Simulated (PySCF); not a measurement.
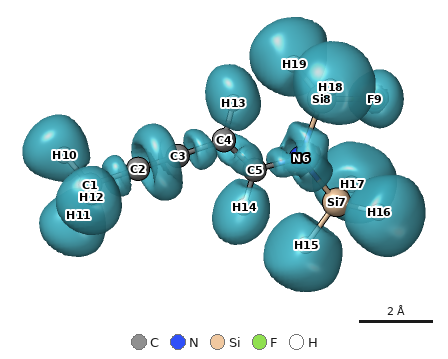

Figure 1: C$_{5}$H$_{10}$FNSi$_{2}$ (SMILES CC#C/C=C/N([SiH3])[SiH2]F). Isosurface of the ELF at 0.75 (cyan), seen at a tilt. Core shells and regions of very low density are left out.

Geometry: GFN2-xTB.

The calculation used PySCF 2.14.0, PBE0/pcSseg-1, SCF density, gas phase, non-relativistic.

```yaml
atoms:
  - { symbol: C, position_ang: [4.4255, 0.1829, 0.9231] }
  - { symbol: C, position_ang: [3.0181, -0.0992, 0.7406] }
  - { symbol: C, position_ang: [1.8465, -0.3242, 0.5803] }
  - { symbol: C, position_ang: [0.4801, -0.6055, 0.3925] }
  - { symbol: C, position_ang: [-0.3652, 0.3015, -0.1075] }
  - { symbol: N, position_ang: [-1.7162, 0.1171, -0.3393] }
  - { symbol: Si, position_ang: [-2.6857, 1.4533, -0.9478] }
  - { symbol: Si, position_ang: [-2.4388, -1.4231, 0.0103] }
  - { symbol: F, position_ang: [-3.9824, -1.2514, -0.4028] }
  - { symbol: H, position_ang: [5.0169, -0.7111, 0.7233] }
  - { symbol: H, position_ang: [4.7385, 0.9732, 0.2400] }
  - { symbol: H, position_ang: [4.6166, 0.5078, 1.9466] }
  - { symbol: H, position_ang: [0.1472, -1.5961, 0.6729] }
  - { symbol: H, position_ang: [0.0132, 1.2804, -0.3688] }
  - { symbol: H, position_ang: [-1.7359, 2.5241, -1.2472] }
  - { symbol: H, position_ang: [-3.6259, 1.8581, 0.0973] }
  - { symbol: H, position_ang: [-3.3727, 1.0046, -2.1552] }
  - { symbol: H, position_ang: [-2.4628, -1.7143, 1.4354] }
  - { symbol: H, position_ang: [-1.9267, -2.4689, -0.8612] }
```

What do the ELF domains correspond to?

At this value the surface marks out four regions between bonded C–C atoms (shared pairs), ten regions around hydrogen nuclei, one region on N in which the atom's valence shell and bonds are merged and one region wrapped around F (its lone pairs, merged into a ring or cap). Profiles from the grid: C–C (1.20 Å): the ELF peaks at about 0.85 between the atoms: a multiple bond. C–N (1.38 Å): the ELF peaks at about 0.90 between the atoms, as expected for localised, covalent bonding.
